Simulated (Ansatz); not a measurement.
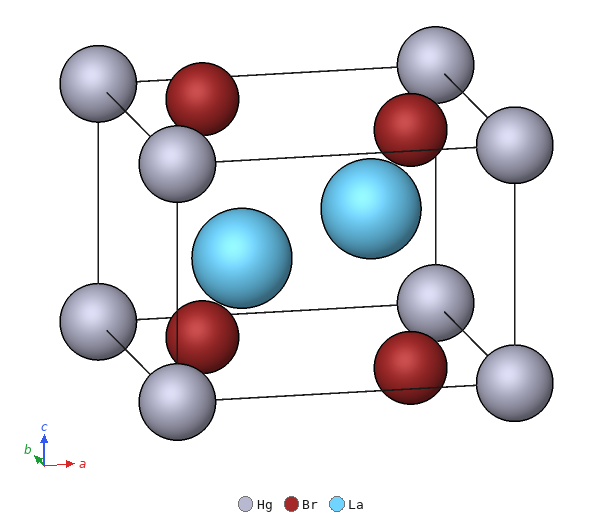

The image is a spheres-only drawing of a crystal, viewed slightly off an axis. One simulation cell is outlined, and atoms on its boundary appear in each equivalent place.

```
CELL_PARAMETERS angstrom
4.68968 4.68968 0.00000
4.68968 -4.68968 0.00000
0.00000 0.00000 -4.68968
ATOMIC_POSITIONS crystal
Hg 0.00000 0.00000 0.00000
Br 0.25000 0.75000 0.00000
Br 0.75000 0.25000 0.00000
La 0.25000 0.25000 0.50000
La 0.75000 0.75000 0.50000
```

Theory: DFT, PAW plane waves, r2SCAN (Ansatz 0.2.0). Numerical settings: plane waves up to 500 eV, 4×4×6 k-points, cold smearing of 0.012 eV, no spin polarisation.

How are the electrons shared out in a Bader analysis?

Answer. La +1.14 e; Hg -0.80 e; Br -0.74 e.

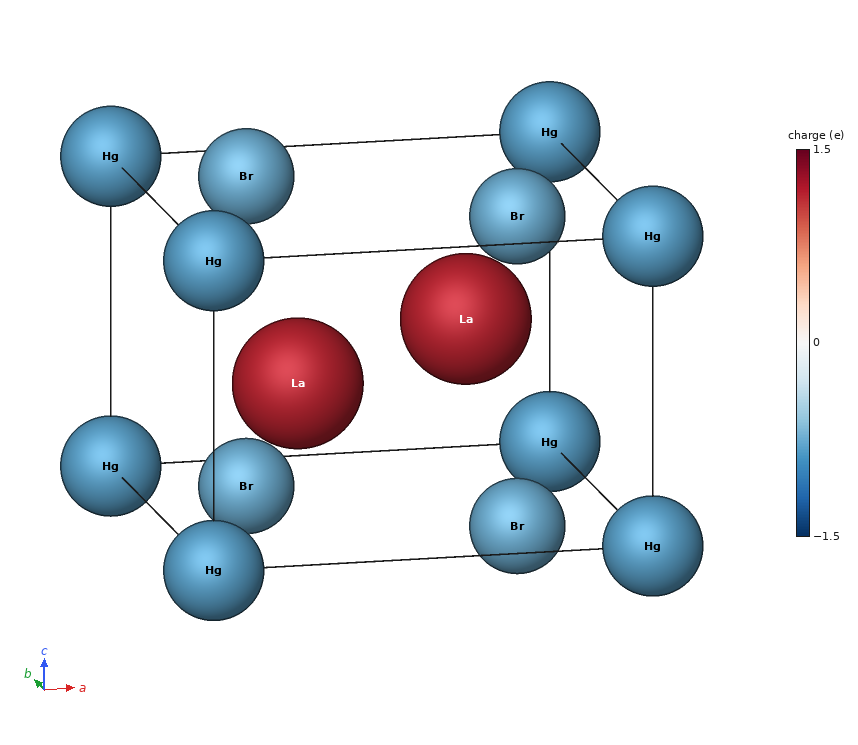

The atoms coloured by those charges.

The model is a generated cell, made by putting these elements into a known structure type (the compound may or may not exist in this form); its atoms and cell weren't optimised. Ansatz was used for an electronic-structure calculation on it.

At this level of theory the cell isn't at rest (forces up to 5.8 eV/Å), so its distances can differ from those at equilibrium, the more so the softer the solid.
